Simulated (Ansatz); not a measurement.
# BGeHF (sextet): correlated methods under varied settings

Aim: run BGeHF (sextet) at one geometry under a spread of methods and options, and see what each costs and gives.

Computed with Ansatz 0.2.0, Gaussian basis. Level: the settings change from run to run.

20 further runs of the same task are left out: 11 that didn't finish, 9 set aside as unsound or not needed. Runs told in other sessions of the task aren't counted.

## 1. The geometry

The geometry is a PBE0/def2-TZVP stationary point (not a proven minimum) of the parent state, kept for this charge and spin. No spin-orbit coupling is included. The filled d shell of Ge may be among the frozen orbitals whatever the setting's name suggests.

4 atoms, charge 0, spin multiplicity 6.

Atoms are counted from 1 here; the program's logs count them from 0.

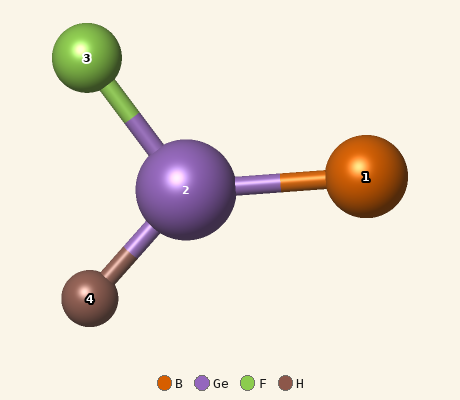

The geometry (boron orange, germanium purple, fluorine green, hydrogen brown); atoms are numbered from 1 in the order of the file.

Geometry (Å):

```xyz
4
BFGeH
B     0.00000   -0.81546    1.72197
Ge    0.00000    0.22592    0.12797
F     0.00000   -0.49112   -1.45821
H     0.00000    1.72203   -0.20647
```

## 2. MP2 on UHF/def2-SVP

Input file in.yaml:

```yaml
crystal:
  periodic: [false, false, false]
  atoms:
    - {symbol: B, position_ang: [0.000000, -0.815465, 1.721972]}
    - {symbol: Ge, position_ang: [0.000000, 0.225920, 0.127967]}
    - {symbol: F, position_ang: [0.000000, -0.491121, -1.458209]}
    - {symbol: H, position_ang: [0.000000, 1.722026, -0.206468]}
basis:
  gaussian: {orbitals: def2-SVP}
magnetization: {spin_polarized: true, initial_magnetization: 5}
correlation: {method: mp2, electrons: outside_noble_gas}
accuracy: high
scf: {lower_state_search: full}
output: {forces: true}
```

Launch:

```sh
$ ansatz run in.yaml --threads 1 --pin off --events-out ev --progress --plain --max-ram 2393MiB
```

Standard output, cut to the lines that bear on the results:

```text
Functional definition: HF
  name "HF"
  cite "Fock, Z. Phys. 61, 126 (1930) doi:10.1007/BF01340294"
  parent pbe
[...]
1278 factors; integrals over basis functions are off by at most 4.3e-9 eV
[...]
mean field -59847.37676610 eV, -2199.3505301453 hartree, gradient 3.2e-8 eV, S^2 8.764147; 17 other end points of the search recorded, 0 dependent functions left out
16 core orbitals not correlated: weight in the atoms' cores, before any rotation towards them, 0.969 or more for the frozen orbitals, at most 0.034 for the correlated occupied ones
reference -59847.37676610 eV, -2199.3505301453 hartree; 10, 5 occupied and 39, 44 virtual orbitals, 1278 factors
second order -7.71766599 eV of doubles, -0.00000000 eV of singles
[...]
Total energy: -59855.09443210 eV, -2199.6341491394 hartree
Atom 0 at     0.000000    -0.815465     1.721972 Å, force     0.000000    -2.142756     3.762101 eV/Å
Atom 1 at     0.000000     0.225920     0.127967 Å, force    -0.000000     1.179944    -3.770358 eV/Å
Atom 2 at     0.000000    -0.491121    -1.458209 Å, force     0.000000    -0.154269    -0.163109 eV/Å
Atom 3 at     0.000000     1.722026    -0.206468 Å, force    -0.000000     1.117081     0.171366 eV/Å
Dipole moment:     0.000000     0.601340    -0.117847 e Å
```

Run time: 45 s. Hardware: 1 thread of Intel Xeon Platinum 8259CL at 2.50GHz, shared host; peak memory 0.25 GiB.

From the report: ⟨S²⟩ of the determinant 8.764 (pure sextet: 8.75).

## 3. CCSDT(Q)/B on UHF/STO-3G

Edit in.yaml of step 2 so:

```diff
@@ -8,7 +8,7 @@
 basis:
-  gaussian: {orbitals: def2-SVP}
+  gaussian: {orbitals: STO-3G}
 magnetization: {spin_polarized: true, initial_magnetization: 5}
-correlation: {method: mp2, electrons: outside_noble_gas}
+correlation: {method: ccsdt_q_b, electrons: outside_noble_gas}
 accuracy: high
-scf: {lower_state_search: full}
+scf: {lower_state_search: off}
 output: {forces: true}
```

Same command.

Standard output, cut to the lines that bear on the results:

```text
Functional definition: HF
  name "HF"
  cite "Fock, Z. Phys. 61, 126 (1930) doi:10.1007/BF01340294"
  parent pbe
[...]
455 factors; integrals over basis functions are off by at most 3.8e-9 eV
[...]
mean field -59166.37377652 eV, -2174.3241318786 hartree, gradient 1.7e-8 eV, S^2 8.760933; 0 other end points of the search recorded, 0 dependent functions left out
16 core orbitals not correlated, not the lowest: weight in the atoms' cores, before any rotation towards them, 0.573 or more for the frozen orbitals, at most 0.419 for the correlated occupied ones
reference -59166.37377652 eV, -2174.3241318786 hartree; 10, 5 occupied and 3, 8 virtual orbitals, 455 factors
second order -0.91495657 eV of doubles, -0.00000000 eV of singles
cycle   1  -1.22397009 eV  change   -3.1e-1 eV  update   6.9e-2
[...]
cycle  52  -1.91537898 eV  change    1.1e-9 eV  update  6.3e-10
perturbative correction -0.00329640 eV, -0.0001211406 hartree
[...]
Total energy: -59168.29245191 eV, -2174.3946418985 hartree
Atom 0 at     0.000000    -0.815465     1.721972 Å, force    -0.000000    -1.033331     1.278316 eV/Å
Atom 1 at     0.000000     0.225920     0.127967 Å, force     0.000000     3.139030     0.973019 eV/Å
Atom 2 at     0.000000    -0.491121    -1.458209 Å, force    -0.000000    -1.032661    -2.281441 eV/Å
Atom 3 at     0.000000     1.722026    -0.206468 Å, force    -0.000000    -1.073038     0.030105 eV/Å
Dipole moment:     0.000000     0.285166    -0.754426 e Å
Checks for a lower state left out: starts, cluster_reference, orbital_swaps, neighbouring_geometries, increment
```

It took 38 s on 1 thread of Intel Xeon Platinum 8259CL at 2.50GHz, shared host; peak memory 0.52 GiB.

From the report: ⟨S²⟩ of the determinant 8.761 (pure sextet: 8.75); correlation -1.9187 eV; T1 0.076; largest double amplitude 0.16.

## 4. MP2 on ROHF/cc-pVDZ

Input file in.yaml:

```yaml
crystal:
  periodic: [false, false, false]
  atoms:
    - {symbol: B, position_ang: [0.000000, -0.815465, 1.721972]}
    - {symbol: Ge, position_ang: [0.000000, 0.225920, 0.127967]}
    - {symbol: F, position_ang: [0.000000, -0.491121, -1.458209]}
    - {symbol: H, position_ang: [0.000000, 1.722026, -0.206468]}
basis:
  gaussian: {orbitals: cc-pVDZ}
magnetization: {spin_polarized: false, initial_magnetization: 5}
correlation: {method: mp2, electrons: outside_noble_gas}
accuracy: high
```

Launched as before.

Standard output, cut to the lines that bear on the results:

```text
Functional definition: HF
  name "HF"
  cite "Fock, Z. Phys. 61, 126 (1930) doi:10.1007/BF01340294"
  parent pbe
[...]
1255 factors; integrals over basis functions are off by at most 4.4e-9 eV
[...]
mean field -59856.43771953 eV, -2199.6835140419 hartree, gradient 2.0e-8 eV, S^2 8.750000; 11 other end points of the search recorded, 0 dependent functions left out
[...]
16 core orbitals not correlated: weight in the atoms' cores, before any rotation towards them, 0.966 or more for the frozen orbitals, at most 0.036 for the correlated occupied ones
reference -59856.43771953 eV, -2199.6835140419 hartree; 10, 5 occupied and 34, 39 virtual orbitals, 1255 factors
second order -7.72937851 eV of doubles, -0.03986545 eV of singles
Total energy: -59864.20696348 eV, -2199.9690284911 hartree
```

It took 33 s on 1 thread of Intel Xeon Platinum 8259CL at 2.50GHz, shared host.

## 5. CASSCF(9,9)/6-31G

Edit in.yaml of step 4 so:

```diff
@@ -8,5 +8,4 @@
 basis:
-  gaussian: {orbitals: cc-pVDZ}
+  gaussian: {orbitals: 6-31G}
 magnetization: {spin_polarized: false, initial_magnetization: 5}
-correlation: {method: mp2, electrons: outside_noble_gas}
-accuracy: high
+correlation: {active_space: {window: {electrons: 9, orbitals: 9}, states: [{multiplicity: 6, weights: [1, 1]}]}}
```

Same command.

Standard output, cut to the lines that bear on the results:

```text
Functional definition: HF
  name "HF"
  cite "Fock, Z. Phys. 61, 126 (1930) doi:10.1007/BF01340294"
  parent pbe
[...]
893 factors; integrals over basis functions are off by at most 1.0e-7 eV
[...]
mean field -59846.86948351 eV, -2199.3318878538 hartree, gradient 2.6e-6 eV, S^2 8.750000; 14 other end points of the search recorded, 0 dependent functions left out
reference -59846.86948351 eV, -2199.3318878538 hartree; 26, 21 occupied and 23, 28 virtual orbitals, 893 factors
state -59847.90470725 eV, -2199.3699316247 hartree
state -59846.52632566 eV, -2199.3192770356 hartree
Total energy: -59847.21551646 eV, -2199.3446043302 hartree
```

Run time: 55 s. Hardware: 1 thread of Intel Xeon Platinum 8259CL at 2.50GHz, shared host.

From the report: 1,296 determinants; active occupations (of the averaged states) 1.98, 1.90, 1.07, 1.00, 0.99, 0.99, 0.52, 0.52, 0.02.

## 6. BCCD(T) on UHF/cc-pVDZ

Input file in.yaml:

```yaml
crystal:
  periodic: [false, false, false]
  atoms:
    - {symbol: B, position_ang: [0.000000, -0.815465, 1.721972]}
    - {symbol: Ge, position_ang: [0.000000, 0.225920, 0.127967]}
    - {symbol: F, position_ang: [0.000000, -0.491121, -1.458209]}
    - {symbol: H, position_ang: [0.000000, 1.722026, -0.206468]}
basis:
  gaussian: {orbitals: cc-pVDZ}
magnetization: {spin_polarized: true, initial_magnetization: 5}
correlation: {method: bccd_t, electrons: outside_noble_gas}
```

Same command.

Standard output, cut to the lines that bear on the results:

```text
Functional definition: HF
  name "HF"
  cite "Fock, Z. Phys. 61, 126 (1930) doi:10.1007/BF01340294"
  parent pbe
[...]
634 factors; integrals over basis functions are off by at most 8.7e-4 eV
[...]
mean field -59856.53617394 eV, -2199.6871321750 hartree, gradient 4.3e-6 eV, S^2 8.765045; 23 other end points of the search recorded, 0 dependent functions left out
determinant -59856.53617394 eV, -2199.6871321750 hartree, with singles and doubles -59864.95632325 eV, -2199.9965669548 hartree
determinant -59855.70677374 eV, -2199.6566522796 hartree, with singles and doubles -59864.66950604 eV, -2199.9860266167 hartree
determinant -59855.69757574 eV, -2199.6563142595 hartree, with singles and doubles -59864.76895927 eV, -2199.9896814553 hartree
determinant -59855.34271445 eV, -2199.6432733477 hartree, with singles and doubles -59862.95843524 eV, -2199.9231459244 hartree
[...]
determinant -59856.53617394 eV, -2199.6871321750 hartree, with singles and doubles -59864.98241280 eV, -2199.9975257279 hartree
determinant -59855.70677374 eV, -2199.6566522796 hartree, with singles and doubles -59864.83341580 eV, -2199.9920501890 hartree
determinant -59855.69757574 eV, -2199.6563142595 hartree, with singles and doubles -59864.88392744 eV, -2199.9939064576 hartree
16 core orbitals not correlated: weight in the atoms' cores, before any rotation towards them, 0.965 or more for the frozen orbitals, at most 0.039 for the correlated occupied ones
reference -59856.53617394 eV, -2199.6871321750 hartree; 10, 5 occupied and 34, 39 virtual orbitals, 634 factors
second order -7.74078518 eV of doubles, -0.00000000 eV of singles
cycle   1  -8.39064724 eV  change    5.6e-2 eV  update   3.7e-2
[...]
cycle  13  -8.39893257 eV  change    9.7e-7 eV  update   1.1e-5
perturbative correction -0.30246999 eV, -0.0111155672 hartree
Total energy: -59865.23757651 eV, -2200.0069028213 hartree
```

It took 60 s on 1 thread of Intel Xeon Platinum 8259CL at 2.50GHz, shared host.

From the report: ⟨S²⟩ of the determinant 8.765 (pure sextet: 8.75); correlation -8.7014 eV; largest double amplitude 0.06.

## 7. The runs in one table

```tsv
level	correlated	functions	energy (eV)	time
MP2 on UHF/def2-SVP	outside noble gas	65	-59855.0944	45 s
CCSDT(Q)/B on UHF/STO-3G	outside noble gas	29	-59168.2925	38 s
MP2 on ROHF/cc-pVDZ	outside noble gas	60	-59864.2070	33 s
CASSCF(9,9)/6-31G (mean of several states)		49	-59847.2155	55 s
BCCD(T) on UHF/cc-pVDZ	outside noble gas	60	-59865.2376	60 s
```

## 8. Results

| quantity | value |
| --- | --- |
| runs | 5 |
| quickest | MP2 on ROHF/cc-pVDZ, 33 s |
| slowest | BCCD(T) on UHF/cc-pVDZ, 60 s |

What this shows: Total energies in different bases, with other cores or another treatment of relativity can't be set against each other. «valence» and «outside noble gas» are the program's key words; the logs give how many orbitals each freezes, and for Ga to Kr the 3d shell needn't follow the word's plain sense. The times lie within a factor of two.
